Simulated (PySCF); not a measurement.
# Excited-state calculation of GeH3Br

GeH3Br, SMILES [GeH3][Br], computed with TDDFT PBE0/aug-cc-pVDZ, vertical, gas phase, core orbitals frozen in the response (PySCF 2.14.0).

The geometry comes from this level: PBE0-D3(BJ)/def2-SVP.

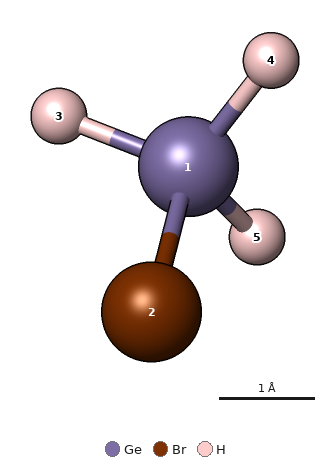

Figure 1. The input geometry (ball-and-stick view, seen at an oblique angle; atoms are numbered from 1 in the order of the input). Sticks mark near contacts.

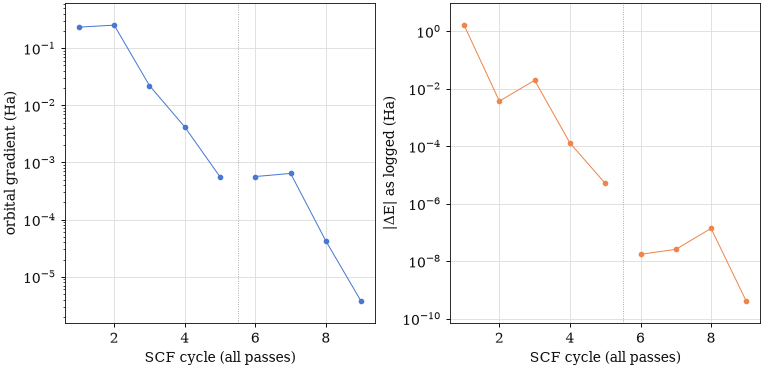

Figure 2. Convergence of the self-consistent field: orbital gradient and size of the energy change against the SCF cycle. The dotted line marks the change from a coarse to the final integration grid. The first 5 cycles use a coarse grid, the final grid takes over at cycle 6, and the field converges after 9 cycles in all.

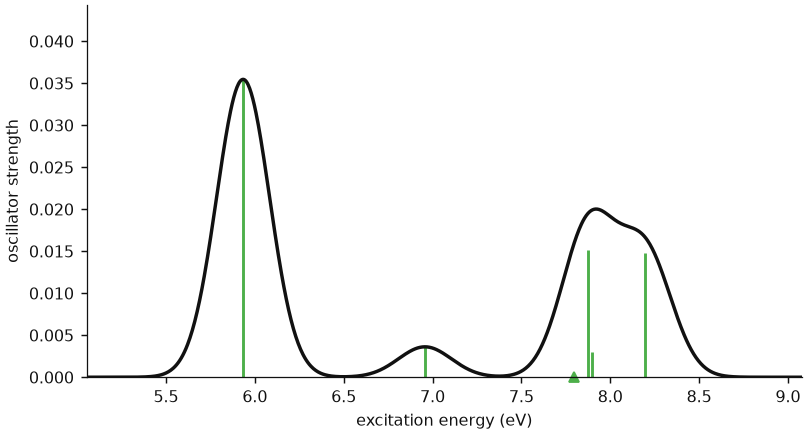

Figure 3. Computed excitations as sticks (degenerate states added up, dark ones marked on the axis), with a Gaussian envelope of 0.35 eV full width at half maximum, scaled to the tallest. Of the 10 states the lowest lies at 5.93 eV (f = 0.018); the strongest line is at 5.93 eV, or 209 nm (f = 0.035, summed over 2 states that lie within 0.004 eV).

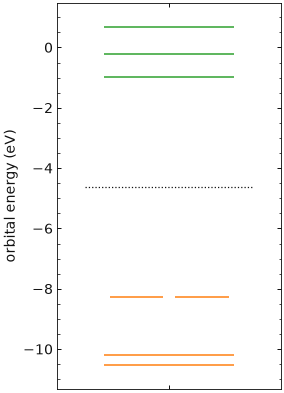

Figure 4. Orbital energies near the frontier; the dotted line parts filled from empty levels, and levels within 0.02 eV of each other stand side by side. Highest filled −8.27 eV, lowest empty −0.97 eV, 7.30 eV apart.

The input and output of the run follow.

Input
```
{"job": {"kind": "uv", "xc": "PBE0", "basis": "aug-cc-pVDZ"}, "charge": 0, "multiplicity": 1}
Ge     0.124360     0.170165    -0.052874
Br     2.432269     0.225429     0.080510
H     -0.392962    -0.486680     1.233426
H     -0.360132     1.620734    -0.176425
H     -0.245309    -0.654874    -1.292603
```

The first line tells a small driver script what to run in PySCF; the rest is the geometry in Å.

Command:
```bash
OMP_NUM_THREADS=1 python <driver script> task.json out
```

Log
```
coarse grid: 22168 points
cycle   1  E = -4652.3555334587  dE = -1.636e+00  |g| = 2.332e-01  |ddm| = 3.857e+00
cycle   2  E = -4652.3518378595  dE =  3.696e-03  |g| = 2.525e-01  |ddm| = 1.353e+00
cycle   3  E = -4652.3715389177  dE = -1.970e-02  |g| = 2.211e-02  |ddm| = 6.905e-01
cycle   4  E = -4652.3716679014  dE = -1.290e-04  |g| = 4.176e-03  |ddm| = 5.811e-02
cycle   5  E = -4652.3716729711  dE = -5.070e-06  |g| = 5.597e-04  |ddm| = 1.364e-02
final grid: 42232 points
cycle   6  E = -4652.3716482923  dE = -1.725e-08  |g| = 5.668e-04  |ddm| = 3.682e-03
cycle   7  E = -4652.3716482668  dE =  2.556e-08  |g| = 6.427e-04  |ddm| = 2.903e-03
cycle   8  E = -4652.3716484042  dE = -1.375e-07  |g| = 4.217e-05  |ddm| = 1.583e-03
cycle   9  E = -4652.3716484046  dE = -3.965e-10  |g| = 3.713e-06  |ddm| = 1.292e-04
converged SCF energy = -4652.3716484046

Static polarisability (au): isotropic 53.784, principal 47.532 47.543 66.278

Singlet excitations
state   eV       nm        f      main configurations
  1   5.9334    209.0   0.01771   H->L 0.97
  2   5.9346    208.9   0.01775   H-1->L 0.97
  3   6.9567    178.2   0.00180   H->L+1 0.98
  4   6.9578    178.2   0.00182   H-1->L+1 0.98
  5   7.7936    159.1   0.00000   H-1->L+2 0.40, H->L+3 0.39
  6   7.8746    157.4   0.01518   H->L+2 0.37, H-1->L+3 0.28, H-2->L 0.22
  7   7.9001    156.9   0.00148   H->L+3 0.25, H-1->L+2 0.24, H-1->L+3 0.20
  8   7.9002    156.9   0.00148   H-1->L+3 0.27, H->L+2 0.23, H->L+3 0.17
  9   8.1958    151.3   0.00735   H-3->L 0.90
 10   8.1986    151.2   0.00745   H-4->L 0.90

Triplet excitations (Tamm-Dancoff, eV): 5.4862 5.4870 6.7787 6.7799
```

Results in brief

- outcome: converged
- total energy: −4652.371648 hartree
- HOMO: −8.27 eV
- LUMO: −0.97 eV
- dipole moment: 1.95 D
- mean polarisability: 53.78 a.u.
- lowest singlet excitation: 5.93 eV
- hardware: 1 CPU thread, shared host
- wall time: 6.9 s
- peak memory: 0.44 GiB

Notes

Spin–orbit coupling is left out, which matters for the heavy atoms.
